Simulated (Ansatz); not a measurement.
## Frequency calculation, with input and output: BSiNH$_{7}$F

- system: BSiNH$_{7}$F
- method: RKS B3LYP-D4/def2-SVP (Ansatz 0.2.0)

It belongs to a series of runs on one base structure; here: vibrations at the highest image of the band.

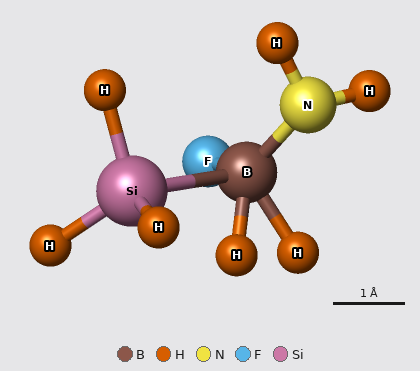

*The structure as given in the input (ball-and-stick view, seen at a tilt).*

Bond lengths as drawn: B–F 1.38 Å, B–H 1.29 to 1.36 Å, B–N 1.46 Å, B–Si 2.18 Å, H–N 1.02 Å and H–Si 1.49 Å.

### Results in brief

- outcome: converged
- total energy: −12869.6922 eV
- mean-field energy: −12869.3900 eV
- largest force (length of the vector): 0.021 eV/Å
- hardware: 2 threads of Intel Xeon (Granite Rapids), 32 GiB of memory available, shared host
- wall time: 55 s (CPU time 1.7 min)
- peak memory: 0.2 GiB

### The input
```yaml
crystal:
  periodic: [false, false, false]
  atoms:
    - { symbol: B, position_ang: [0.093692, 0.263908, 0.055168] }
    - { symbol: H, position_ang: [-0.062716, -0.582357, 1.110024] }
    - { symbol: "N", position_ang: [1.473818, 0.046785, -0.372164] }
    - { symbol: H, position_ang: [1.696878, -0.895864, -0.683049] }
    - { symbol: H, position_ang: [1.821982, 0.706703, -1.062878] }
    - { symbol: F, position_ang: [-1.024349, 0.103572, -0.744942] }
    - { symbol: Si, position_ang: [0.093823, 2.309709, 0.795875] }
    - { symbol: H, position_ang: [1.015484, 2.587588, 1.935955] }
    - { symbol: H, position_ang: [0.628815, 2.959346, -0.438656] }
    - { symbol: H, position_ang: [-1.254028, 2.870839, 1.101502] }
    - { symbol: H, position_ang: [-0.171498, 0.418072, 1.307965] }
basis:
  gaussian: { orbitals: def2-SVP }
hamiltonian:
  xc: b3lyp
  dispersion: d4
phonons: {}
```

Launch command:
```bash
ansatz run input.yaml --threads 2 --pin off --max-ram 3072MiB --backend cpu --events-out ev --progress --plain --runs-dir out
```

### Output
```
Engine: ansatz 0.2.0, x86_64-unknown-linux-gnu
Functional definition: B3LYP
  parameter a0 = 0.2
  parameter ax = 0.72
  parameter ac = 0.81
  exchange = (1 - a0 - ax)*slater_x + ax*b88_x + a0*exact_x
  correlation = (1 - ac)*vwn_rpa_c + ac*lyp_c
1021 factors; integrals over basis functions are off by at most 3.7e-4 eV
mean field evaluation 1: about -12863.1458 eV, gradient 5.6e1 eV
mean field evaluation 2: about -12854.9425 eV, gradient 8.2e1 eV
mean field evaluation 4: about -12869.3441 eV, gradient 3.1e0 eV
mean field evaluation 8: about -12869.3897 eV, gradient 7.8e-2 eV
mean field -12869.38974620 eV, -472.9413499870 hartree, gradient 1.7e-5 eV, S^2 0.000000; 0 other end points of the search recorded, 0 dependent functions left out
the calculation of the forces begins
reference -12869.39000028 eV, -472.9413593246 hartree; 21, 21 occupied and 74, 74 virtual orbitals, 1021 factors
these checks for a lower state are left out or cut short: stability, starts, cluster_reference, orbital_swaps, neighbouring_geometries, increment
1021 factors; integrals over basis functions are off by at most 3.7e-4 eV
mean field evaluation 16: about -12869.3620 eV, gradient 2.3e-1 eV
mean field -12869.38961675 eV, -472.9413452299 hartree, gradient 2.4e-6 eV, S^2 0.000000; 0 other end points of the search recorded, 0 dependent functions left out
[... from here on the field's lines of each further geometry are left out, up to the last ...]
the calculation of the forces begins
reference -12869.38993102 eV, -472.9413567790 hartree; 21, 21 occupied and 74, 74 virtual orbitals, 1021 factors
these checks for a lower state are left out or cut short: stability, starts, cluster_reference, orbital_swaps, neighbouring_geometries, increment
1021 factors; integrals over basis functions are off by at most 3.7e-4 eV
mean field -12869.38971177 eV, -472.9413487220 hartree, gradient 1.1e-6 eV, S^2 0.000000; 0 other end points of the search recorded, 0 dependent functions left out
the calculation of the forces begins
reference -12869.38996585 eV, -472.9413580590 hartree; 21, 21 occupied and 74, 74 virtual orbitals, 1021 factors
WARN: phonons: modes at or below zero, which the zero-point energy, F, S and C_V leave out: 1, the lowest at -978.17 cm⁻¹. A minimum has none, and a first-order saddle one
Total energy: -12869.69217628 eV, -472.9524640878 hartree
Atom 0 at     0.093692     0.263908     0.055168 Å, force     0.009499    -0.006308     0.001126 eV/Å
Atom 1 at    -0.062716    -0.582357     1.110024 Å, force    -0.001298    -0.000341    -0.001981 eV/Å
Atom 2 at     1.473818     0.046785    -0.372164 Å, force    -0.006678    -0.010825    -0.016190 eV/Å
Atom 3 at     1.696878    -0.895864    -0.683049 Å, force     0.000560     0.007043     0.005313 eV/Å
Atom 4 at     1.821982     0.706703    -1.062878 Å, force    -0.000395     0.001569     0.009094 eV/Å
Atom 5 at    -1.024349     0.103572    -0.744942 Å, force     0.000847    -0.000042     0.003688 eV/Å
Atom 6 at     0.093823     2.309709     0.795875 Å, force    -0.002014     0.002020     0.001808 eV/Å
Atom 7 at     1.015484     2.587588     1.935955 Å, force    -0.000573     0.000515    -0.000805 eV/Å
Atom 8 at     0.628815     2.959346    -0.438656 Å, force    -0.000163     0.000747     0.000835 eV/Å
Atom 9 at    -1.254028     2.870839     1.101502 Å, force     0.000658     0.001113     0.000063 eV/Å
Atom 10 at    -0.171498     0.418072     1.307965 Å, force    -0.000442     0.004507    -0.002951 eV/Å
Dipole moment:     0.210154    -0.076392     0.140164 e Å
Vibrations: -978.17 133.93 158.54 248.24 361.71 424.51 527.26 564.78 620.39 664.62 855.40 884.61 937.15 946.54 972.45 986.93 1130.14 1205.48 1248.48 1610.16 2047.89 2205.85 2224.40 2228.91 2320.07 3539.78 3615.93 cm⁻¹, zero-point energy 2.024921 eV
```

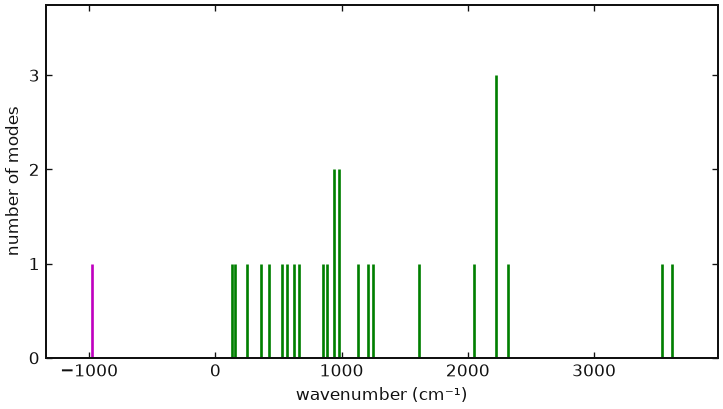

*Harmonic vibrational wavenumbers from the force constants; neighbouring modes closer than 21 cm⁻¹ are counted in one stick, and imaginary ones are drawn at negative wavenumbers.*

27 modes from 978i to 3616 cm⁻¹, 1 imaginary beyond 8i (978i cm⁻¹): a first-order saddle point, if the geometry is stationary.
